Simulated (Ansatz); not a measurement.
**Frequency calculation of SiHCl$_{2}$F**

- system: SiHCl$_{2}$F
- method: RKS PBE0-D4/cc-pVDZ (Ansatz 0.2.0)

It belongs to a series of runs on one base structure; here: vibrations at the highest image of the band.

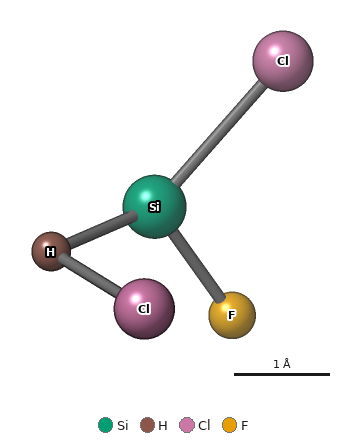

**Figure 1.** The structure (ball-and-stick view, seen at a tilt).

Results in brief

- outcome: converged
- total energy: −35643.6764 eV
- mean-field energy: −35643.5554 eV
- largest force (length of the vector): 0.009 eV/Å
- hardware: 1 thread of Arm Neoverse V1, 24 GiB of memory available, shared host
- wall time: 63 s
- peak memory: 0.15 GiB

The input
```yaml
crystal:
  periodic: [false, false, false]
  atoms:
    - { symbol: Si, position_ang: [-0.373755, 0.015596, 0.351448] }
    - { symbol: H, position_ang: [0.837041, -0.03796, 1.444505] }
    - { symbol: Cl, position_ang: [2.112413, 0.053668, 0.472301] }
    - { symbol: Cl, position_ang: [-0.795351, 1.677938, -0.798818] }
    - { symbol: F, position_ang: [-0.605346, -1.268541, -0.637838] }
basis:
  gaussian: { orbitals: cc-pVDZ }
hamiltonian:
  xc: pbe0
  dispersion: d4
phonons: {}
```

Launched with:
```bash
ansatz run input.yaml --threads 1 --pin off --max-ram 2048MiB --backend cpu --events-out ev --progress --plain --runs-dir out
```

Output
```
Engine: ansatz 0.2.0, aarch64-unknown-linux-gnu
Functional definition: PBE0
  parameter a = 0.25
  parameter kappa = 0.804
  parameter beta = 0.06672455060314922
  exchange = (1 - a)*pbe_x(kappa = kappa, mu = beta*pi^2/3) + a*exact_x
  correlation = pbe_c(beta = beta)
812 factors; integrals over basis functions are off by at most 3.3e-4 eV
mean field evaluation 1: about -35641.7935 eV, gradient 3.0e1 eV
mean field evaluation 2: about -35638.6596 eV, gradient 5.2e1 eV
mean field evaluation 4: about -35643.5329 eV, gradient 1.1e0 eV
mean field evaluation 8: about -35643.5554 eV, gradient 4.3e-2 eV
mean field -35643.55542759 eV, -1309.8765018944 hartree, gradient 8.9e-5 eV, S^2 0.000000; 0 other end points of the search recorded, 0 dependent functions left out
the calculation of the forces begins
reference -35643.55544841 eV, -1309.8765026595 hartree; 29, 29 occupied and 44, 44 virtual orbitals, 812 factors
these checks for a lower state are left out or cut short: stability, starts, cluster_reference, orbital_swaps, neighbouring_geometries, increment
812 factors; integrals over basis functions are off by at most 3.3e-4 eV
mean field evaluation 16: about -35643.5359 eV, gradient 1.4e-1 eV
mean field -35643.55543394 eV, -1309.8765021277 hartree, gradient 1.4e-6 eV, S^2 0.000000; 0 other end points of the search recorded, 0 dependent functions left out
[... from here on the field's lines of each further geometry are left out, up to the last ...]
the calculation of the forces begins
reference -35643.55540095 eV, -1309.8765009151 hartree; 29, 29 occupied and 44, 44 virtual orbitals, 812 factors
these checks for a lower state are left out or cut short: stability, starts, cluster_reference, orbital_swaps, neighbouring_geometries, increment
812 factors; integrals over basis functions are off by at most 3.3e-4 eV
mean field evaluation 192: about -35643.5554 eV, gradient 3.1e-5 eV
mean field -35643.55539535 eV, -1309.8765007094 hartree, gradient 2.1e-6 eV, S^2 0.000000; 0 other end points of the search recorded, 0 dependent functions left out
the calculation of the forces begins
reference -35643.55541616 eV, -1309.8765014744 hartree; 29, 29 occupied and 44, 44 virtual orbitals, 812 factors
WARN: phonons: modes at or below zero, which the zero-point energy, F, S and C_V leave out: 1, the lowest at -954.58 cm⁻¹. A minimum has none, and a first-order saddle one
Total energy: -35643.67643085 eV, -1309.8809486820 hartree
Atom 0 at    -0.373755     0.015596     0.351448 Å, force     0.000049     0.001553     0.009306 eV/Å
Atom 1 at     0.837041    -0.037960     1.444505 Å, force    -0.006725    -0.003859     0.000383 eV/Å
Atom 2 at     2.112413     0.053668     0.472301 Å, force     0.005617     0.000229    -0.004077 eV/Å
Atom 3 at    -0.795351     1.677938    -0.798818 Å, force    -0.001435     0.002255    -0.004630 eV/Å
Atom 4 at    -0.605346    -1.268541    -0.637838 Å, force     0.002494    -0.000177    -0.000982 eV/Å
Dipole moment:    -0.244078     0.049199     0.286106 e Å
Vibrations: -954.58 112.21 154.32 250.72 453.39 575.10 613.69 883.91 1636.42 cm⁻¹, zero-point energy 0.290109 eV
```

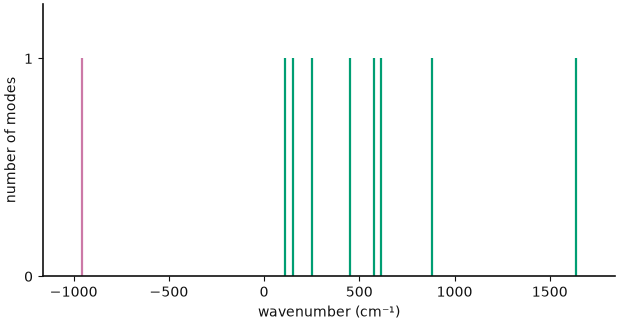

**Figure 2.** Harmonic vibrational wavenumbers from the force constants; neighbouring modes closer than 12 cm⁻¹ are counted in one stick, and imaginary ones are drawn at negative wavenumbers. 9 modes from 955i to 1636 cm⁻¹, 1 imaginary beyond 8i (955i cm⁻¹): a first-order saddle point, if the geometry is stationary.
